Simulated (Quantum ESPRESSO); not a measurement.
**Fixed-spin-moment curve of FeNi (Tetrataenite)**

Wanted: E(M) for FeNi (Tetrataenite) from a parallel start.

Calculated with Quantum ESPRESSO 7.5; PBEsol; plane waves with GBRV 1.5 PBEsol potentials, no spin-orbit coupling.

## (1) The starting structure

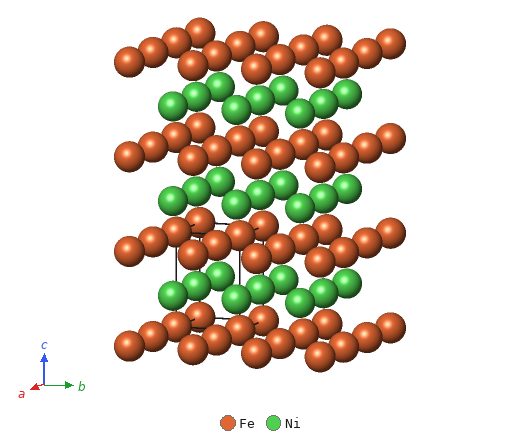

The starting structure, seen slightly off an axis (iron orange, nickel green). 3×3×3 cells are drawn. Some periodic images of atoms are drawn too.

As a file:

```cif
data_structure
_symmetry_space_group_name_H-M 'P 1'
_symmetry_Int_Tables_number 1
_cell_length_a 2.5330
_cell_length_b 2.5330
_cell_length_c 3.5820
_cell_angle_alpha 90.000
_cell_angle_beta 90.000
_cell_angle_gamma 90.000
_cell_volume 22.98
loop_
_atom_site_label
_atom_site_type_symbol
_atom_site_fract_x
_atom_site_fract_y
_atom_site_fract_z
_atom_site_occupancy
Fe1 Fe 0.00000 0.00000 0.00000 1
Ni2 Ni 0.50000 0.50000 0.50000 1
```

The cell comes from the Crystallography Open Database.

## (2) No moment imposed

File pw.in:

```
&CONTROL
  calculation = 'scf'
  prefix = 'pwscf'
  outdir = './tmp'
  pseudo_dir = './pseudo'
  disk_io = 'nowf'
  tprnfor = .true.
  tstress = .true.
/
&SYSTEM
  ibrav = 0
  celldm(1) = 8
  nat = 2
  ntyp = 2
  ecutwfc = 40
  ecutrho = 480
  nbnd = 23
  occupations = 'smearing'
  smearing = 'fd'
  degauss = 0.00734986
  nspin = 2
  starting_magnetization(1) = 0.175
  starting_magnetization(2) = 0.0556
/
&ELECTRONS
  conv_thr = 4d-09
  electron_maxstep = 150
  mixing_beta = 0.3
/
ATOMIC_SPECIES
Fe     55.8450 fe_pbesol_v1.5.uspp.F.UPF
Ni     58.6934 ni_pbesol_v1.4.uspp.F.UPF
CELL_PARAMETERS alat
   0.5983345342096    0.0000000000000    0.0000000000000
   0.0000000000000    0.5983345342096    0.0000000000000
   0.0000000000000    0.0000000000000    0.8461248723012
ATOMIC_POSITIONS crystal
Fe      0.0000000000    0.0000000000    0.0000000000
Ni      0.5000000000    0.5000000000    0.5000000000
K_POINTS automatic
10 10 10 0 0 0
```

Started as:

```bash
OMP_NUM_THREADS=1 mpirun -n 2 pw.x -nk 2 -in pw.in > pw.out
```

The program printed:

```text
Program PWSCF v.7.5 starts

     Message from routine setup:
     using ibrav=0 with symmetry is DISCOURAGED, use correct ibrav instead

     K-points division:     npool     =       2
     Subspace diagonalization in iterative solution of the eigenvalue problem:

     G-vector sticks info
     --------------------
     sticks:   dense  smooth     PW     G-vecs:    dense   smooth      PW
     Sum         877     293     97                27595     5335    1055

     Using Slab Decomposition

     bravais-lattice index     =            0
     lattice parameter (alat)  =       8.0000  a.u.
     unit-cell volume          =     155.0931 (a.u.)^3
     number of atoms/cell      =            2
     number of atomic types    =            2
     number of electrons       =        34.00
     number of Kohn-Sham states=           23
     kinetic-energy cutoff     =      40.0000  Ry
     charge density cutoff     =     480.0000  Ry
     scf convergence threshold =      4.0E-09
     mixing beta               =       0.3000
     number of iterations used =            8  plain     mixing
     Exchange-correlation= SLA  PW   PSX  PSC
                           (   1   4  10   8   0   0   0)

     celldm(1)=   8.000000  celldm(2)=   0.000000  celldm(3)=   0.000000
     celldm(4)=   0.000000  celldm(5)=   0.000000  celldm(6)=   0.000000

     crystal axes: (cart. coord. in units of alat)
               a(1) = (   0.598335   0.000000   0.000000 )
               a(2) = (   0.000000   0.598335   0.000000 )
               a(3) = (   0.000000   0.000000   0.846125 )

     reciprocal axes: (cart. coord. in units 2 pi/alat)
               b(1) = (  1.671306  0.000000  0.000000 )
               b(2) = (  0.000000  1.671306  0.000000 )
               b(3) = (  0.000000  0.000000  1.181859 )

     PseudoPot. # 1 for Fe read from file:
     fe_pbesol_v1.5.uspp.F.UPF
     Pseudo is Ultrasoft + core correction, Zval = 16.0
     Generated by new atomic code, or converted to UPF format
     Using radial grid of  861 points,  6 beta functions with:
                l(1) =   0
                l(2) =   0
                l(3) =   1
                l(4) =   1
                l(5) =   2
                l(6) =   2
     Q(r) pseudized with  8 coefficients,  rinner =    1.000   1.000   1.000
                                                       1.000   1.000

     PseudoPot. # 2 for Ni read from file:
     ni_pbesol_v1.4.uspp.F.UPF
     Pseudo is Ultrasoft + core correction, Zval = 18.0
     Generated by new atomic code, or converted to UPF format
     Using radial grid of  865 points,  6 beta functions with:
                l(1) =   0
                l(2) =   0
                l(3) =   1
                l(4) =   1
                l(5) =   2
                l(6) =   2
     Q(r) pseudized with 10 coefficients,  rinner =    0.980   0.980   0.980
                                                       0.980   0.980

     atomic species   valence    mass     pseudopotential
     Fe               16.00    55.84500     Fe( 1.00)
     Ni               18.00    58.69340     Ni( 1.00)

     Starting magnetic structure
     atomic species   magnetization
     Fe              0.175
     Ni              0.056

     16 Sym. Ops., with inversion, found

   Cartesian axes

     site n.     atom                  positions (alat units)
         1        Fe     tau(   1) = (   0.0000000   0.0000000   0.0000000  )
         2        Ni     tau(   2) = (   0.2991673   0.2991673   0.4230624  )

     number of k points=   126  Fermi-Dirac smearing, width (Ry)=  0.0073

     Number of k-points >= 100: set verbosity='high' to print them.

     Dense  grid:    27595 G-vectors     FFT dimensions: (  36,  36,  48)

     Smooth grid:     5335 G-vectors     FFT dimensions: (  20,  20,  27)

     Check: negative core charge=   -0.000021
     Generating pointlists ...
     new r_m :   0.2468 (alat units)  1.9744 (a.u.) for type    1
     new r_m :   0.2468 (alat units)  1.9744 (a.u.) for type    2

     Initial potential from superposition of free atoms

     starting charge      31.0000, renormalised to      34.0000
     Starting wfcs are   26 randomized atomic wfcs

     Self-consistent Calculation

     iteration #  1     ecut=    40.00 Ry     beta= 0.30
     Davidson diagonalization with overlap
     ethr =  1.00E-02,  avg # of iterations =  3.3

     total energy              =    -581.29812384 Ry
     estimated scf accuracy    <      42.44764790 Ry

     total magnetization       =     0.88 Bohr mag/cell
     absolute magnetization    =     0.92 Bohr mag/cell

     iteration #  2     ecut=    40.00 Ry     beta= 0.30
     Davidson diagonalization with overlap
     ethr =  1.00E-02,  avg # of iterations =  3.1

     total energy              =    -590.33898153 Ry
     estimated scf accuracy    <      37.27802716 Ry

     total magnetization       =     0.47 Bohr mag/cell
     absolute magnetization    =     0.50 Bohr mag/cell

     iteration #  3     ecut=    40.00 Ry     beta= 0.30
     Davidson diagonalization with overlap
     ethr =  1.00E-02,  avg # of iterations =  3.1

     total energy              =    -593.04716507 Ry
     estimated scf accuracy    <       1.75301888 Ry

     total magnetization       =     2.94 Bohr mag/cell
     absolute magnetization    =     3.00 Bohr mag/cell

     [... further iterations left out ...]

     iteration # 13     ecut=    40.00 Ry     beta= 0.30
     Davidson diagonalization with overlap
     ethr =  6.05E-08,  avg # of iterations =  1.0

     total energy              =    -593.28986701 Ry
     estimated scf accuracy    <       0.00000311 Ry

     total magnetization       =     3.36 Bohr mag/cell
     absolute magnetization    =     3.64 Bohr mag/cell

     iteration # 14     ecut=    40.00 Ry     beta= 0.30
     Davidson diagonalization with overlap
     ethr =  9.15E-09,  avg # of iterations =  1.0

     total energy              =    -593.28986728 Ry
     estimated scf accuracy    <       0.00000004 Ry

     total magnetization       =     3.36 Bohr mag/cell
     absolute magnetization    =     3.64 Bohr mag/cell

     iteration # 15     ecut=    40.00 Ry     beta= 0.30
     Davidson diagonalization with overlap
     ethr =  1.29E-10,  avg # of iterations =  2.0

     total energy              =    -593.28986732 Ry
     estimated scf accuracy    <          5.3E-09 Ry

     total magnetization       =     3.36 Bohr mag/cell
     absolute magnetization    =     3.64 Bohr mag/cell

     iteration # 16     ecut=    40.00 Ry     beta= 0.30
     Davidson diagonalization with overlap
     ethr =  1.55E-11,  avg # of iterations =  2.0

     Magnetic moment per site  (integrated on atomic sphere of radius R)
     atom   1 (R=0.247)  charge= 14.4885  magn=  2.7270
     atom   2 (R=0.247)  charge= 16.8101  magn=  0.7141

     End of self-consistent calculation

     Number of k-points >= 100: set verbosity='high' to print the bands.

     the Fermi energy is    17.3559 ev

!    total energy              =    -593.28986734 Ry
     estimated scf accuracy    <          5.7E-10 Ry
     smearing contrib. (-TS)   =      -0.00318593 Ry
     internal energy E=F+TS    =    -593.28668141 Ry

     The total energy is F=E-TS. E is the sum of the following terms:
     one-electron contribution =    -314.22001895 Ry
     hartree contribution      =     177.18366740 Ry
     xc contribution           =     -64.10079836 Ry
     ewald contribution        =    -392.14953150 Ry

     total magnetization       =     3.36 Bohr mag/cell
     absolute magnetization    =     3.64 Bohr mag/cell

     convergence has been achieved in  16 iterations

     Forces acting on atoms (cartesian axes, Ry/au):

     atom    1 type  1   force =     0.00000000    0.00000000    0.00000000
     atom    2 type  2   force =     0.00000000    0.00000000    0.00000000

     Total force =     0.000000     Total SCF correction =     0.000000

     Computing stress (Cartesian axis) and pressure

          total   stress  (Ry/bohr**3)                   (kbar)     P=     -144.60
  -0.00097649   0.00000000   0.00000000         -143.65        0.00        0.00
   0.00000000  -0.00097649   0.00000000            0.00     -143.65        0.00
   0.00000000   0.00000000  -0.00099590            0.00        0.00     -146.50

=------------------------------------------------------------------------------=
   JOB DONE.
=------------------------------------------------------------------------------=
```

It took 29 s on 2 MPI ranks of AMD EPYC 7R43, shared host; peak memory 0.28 GiB; 58 s of CPU time.

Spin moment in the atom's sphere by atom:

| atom | spin moment in the atom's sphere (μB) |
| --- | --- |
| Fe1 | 2.73 |
| Ni2 | 0.71 |

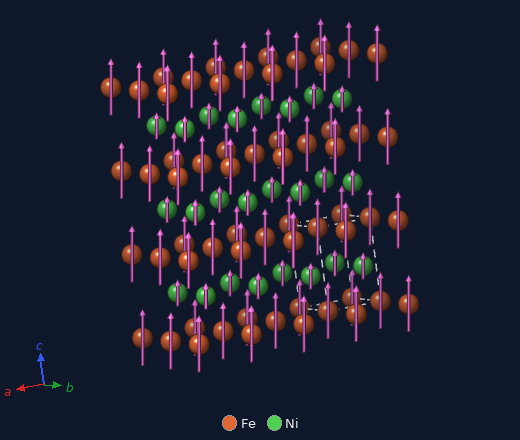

Spin moment in the atom's sphere as arrows, the longest 2.73 μB. Up and down stand for the sign. Arrows give size and sign along the axis of quantisation, drawn up and down the page. Each arrow also spans its atom, so small moments look longer than they are. 4×2×3 cells are drawn. Some periodic images of atoms are drawn too.

This step gave:

```
smearing term TS       : 0.04335 eV
pressure               : -14.46 GPa
magnetization          : 3.361 μB
absolute magnetization : 3.64 μB
final state            : ferromagnetic
```

## (3) Moment fixed at 0 μB

The two spin channels are filled to separate Fermi energies, so that the total moment meets the target. Half of the up one less the down one is the slope dE/dM.

pw.in: that of step 2 with these lines changed.

```diff
@@ -16,3 +16,3 @@
   ecutrho = 480
-  nbnd = 23
+  nbnd = 24
   occupations = 'smearing'
@@ -21,4 +21,5 @@
   nspin = 2
-  starting_magnetization(1) = 0.175
-  starting_magnetization(2) = 0.0556
+  starting_magnetization(1) = 0.0088
+  starting_magnetization(2) = 0.0028
+  tot_magnetization = 0
 /
```

The program printed:

```text
     [... lines left out ...]
Program PWSCF v.7.5 starts
     [... lines left out ...]
     number of atoms/cell      =            2
     [... lines left out ...]
     number of electrons       =        34.00 (up:  17.00, down:  17.00)
     number of Kohn-Sham states=           24
     kinetic-energy cutoff     =      40.0000  Ry
     charge density cutoff     =     480.0000  Ry
     scf convergence threshold =      4.0E-09
     [... lines left out ...]
     16 Sym. Ops., with inversion, found
     [... lines left out ...]
     number of k points=   126  Fermi-Dirac smearing, width (Ry)=  0.0073
     [... lines left out ...]
     iteration # 25     ecut=    40.00 Ry     beta= 0.30
     [... lines left out ...]
     Magnetic moment per site  (integrated on atomic sphere of radius R)
     atom   1 (R=0.247)  charge= 14.5184  magn=  0.0008
     atom   2 (R=0.247)  charge= 16.7831  magn= -0.0008
     [... lines left out ...]
     the spin up/dw Fermi energies are    17.1388   17.1391 ev
!    total energy              =    -593.24292278 Ry
     estimated scf accuracy    <          1.5E-09 Ry
     smearing contrib. (-TS)   =      -0.01199906 Ry
     [... lines left out ...]
     total magnetization       =    -0.00 Bohr mag/cell
     absolute magnetization    =     0.00 Bohr mag/cell
     convergence has been achieved in  25 iterations
     [... lines left out ...]
     Total force =     0.000000     Total SCF correction =     0.000000
     [... lines left out ...]
          total   stress  (Ry/bohr**3)                   (kbar)     P=     -287.94
     [... lines left out ...]
```

Run time: 44 s. Hardware: 2 MPI ranks; peak memory 0.28 GiB; 87 s of CPU time.

Read from the output:

* magnetization: 0 μB
* absolute magnetization: 0 μB
* half the difference of the two Fermi energies: -0.1 meV
* largest moment: 0 μB

## (4) Moment fixed at 0.76 μB

pw.in: that of step 3 with these lines changed.

```diff
@@ -21,5 +21,5 @@
   nspin = 2
-  starting_magnetization(1) = 0.0088
-  starting_magnetization(2) = 0.0028
-  tot_magnetization = 0
+  starting_magnetization(1) = 0.035
+  starting_magnetization(2) = 0.0111
+  tot_magnetization = 0.76
 /
```

The program printed:

```text
     [... lines left out ...]
Program PWSCF v.7.5 starts
     [... lines left out ...]
     number of atoms/cell      =            2
     [... lines left out ...]
     number of electrons       =        34.00 (up:  17.38, down:  16.62)
     number of Kohn-Sham states=           24
     kinetic-energy cutoff     =      40.0000  Ry
     charge density cutoff     =     480.0000  Ry
     scf convergence threshold =      4.0E-09
     [... lines left out ...]
     16 Sym. Ops., with inversion, found
     [... lines left out ...]
     number of k points=   126  Fermi-Dirac smearing, width (Ry)=  0.0073
     [... lines left out ...]
     iteration # 23     ecut=    40.00 Ry     beta= 0.30
     [... lines left out ...]
     Magnetic moment per site  (integrated on atomic sphere of radius R)
     atom   1 (R=0.247)  charge= 14.5153  magn=  1.0739
     atom   2 (R=0.247)  charge= 16.7850  magn= -0.2934
     [... lines left out ...]
     the spin up/dw Fermi energies are    17.0285   17.3627 ev
!    total energy              =    -593.24866334 Ry
     estimated scf accuracy    <          2.7E-09 Ry
     smearing contrib. (-TS)   =      -0.01137397 Ry
     [... lines left out ...]
     total magnetization       =     0.76 Bohr mag/cell
     absolute magnetization    =     1.41 Bohr mag/cell
     convergence has been achieved in  23 iterations
     [... lines left out ...]
     Total force =     0.000000     Total SCF correction =     0.000000
     [... lines left out ...]
          total   stress  (Ry/bohr**3)                   (kbar)     P=     -261.14
     [... lines left out ...]
```

The job ended after 40 s (2 MPI ranks; peak memory 0.28 GiB; 80 s of CPU time).

Spin moment in the atom's sphere by atom:

| atom | spin moment in the atom's sphere (μB) |
| --- | --- |
| Fe1 | 1.07 |
| Ni2 | -0.29 |

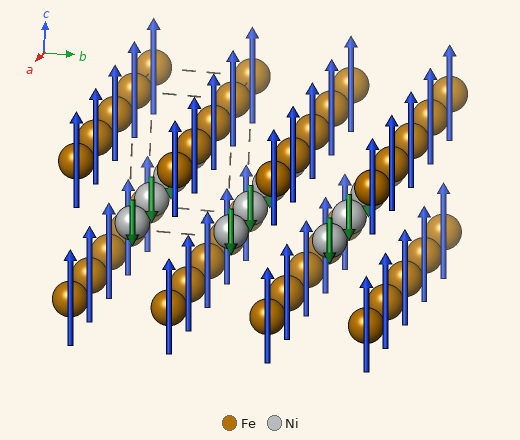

Spin moment in the atom's sphere as arrows, the longest 1.07 μB. Up and down stand for the sign. Arrows give size and sign along the axis of quantisation, drawn up and down the page. Each arrow also spans its atom, so small moments look longer than they are. The two directions have two colours. 4×3×1 cells are drawn. Some periodic images of atoms are drawn too.

This step gave:

```yaml
magnetization: 0.76 μB
absolute_magnetization: 1.412 μB
half_the_difference_of_the_two_fermi_energies: -167.1 meV
```

(Continued in part 2 of 2.)

[Logs and program files are shortened in this print: banners, set-up blocks, solver, clock and traceback lines can be left out without a mark of their own.]

[Logs are printed without paths, hosts, clocks, repeated set-up lines and the standing remarks that a program may print on its own settings, such as how far it seeks lower states.]

[Hosts, paths, dates, database ids (printed as entryN), source tags and the programs' standing remarks are cut or masked in the printed files.]

[Where a cell is said to come from a database of computed structures, the database is the Materials Project.]
